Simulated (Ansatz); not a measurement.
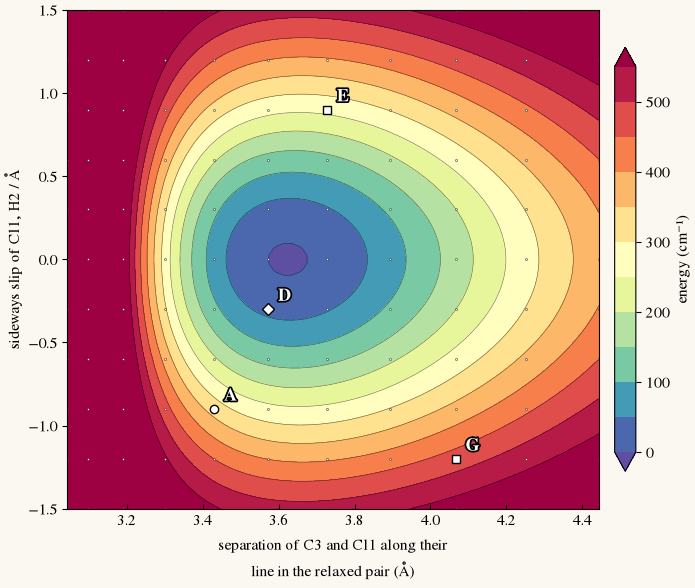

The pair ClH···CO. 
- Coordinates scanned: (1) separation of C3 and Cl1 along their line in the relaxed pair; (2) sideways slip of Cl1, H2.
- Nothing is relaxed (both partners rigid).
- The grid has 11 × 11 points; 101 points were computed and 20 follow by symmetry.
- Points are written as (first, second).
- Energies: cm⁻¹, counted from the lowest grid point.
- These are results of RKS wB97X-V/def2-SVPD (Ansatz), not measurements.

Drawn: filled contours, dots at the grid points, one colour for all values above the top of the scale, lettered points. Between grid points the surface is interpolated.

> Is D the lowest point of the computed grid?

No. D lies 38 cm⁻¹ above the lowest grid point, which is at (3.573 Å, 0.0 Å).

> What kind of point is each of A, E, G: minimum, saddle, maximum or slope?

A: on a slope; E: on a slope; G: on a slope. (In these two coordinates alone; a stationary point may lie a little off the grid point.)

> Rank the lettered points by energy, lowest first.

D (38 cm⁻¹), E (263 cm⁻¹), A (328 cm⁻¹), G (472 cm⁻¹).
